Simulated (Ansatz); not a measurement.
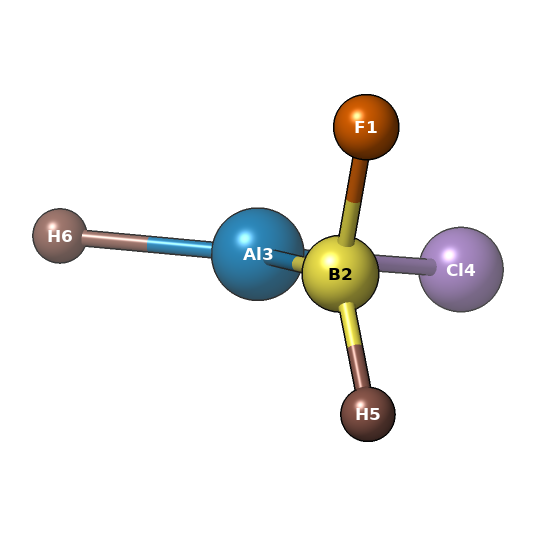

Al3 lies behind B2. The molecule seen a little off the B2–Al3 bond, B2 in front. Depth is shown by fading: the farther an atom, the more it takes the colour of the background. The geometry was computed by an optimisation with PBE-D4/def2-SVP. No frequency run is at hand to confirm it as a minimum.

Q: What is the torsion angle F1–B2–Al3–Cl4? The sign is positive where the front bond must turn clockwise to cover the back bond.

A: 97°, about perpendicular.
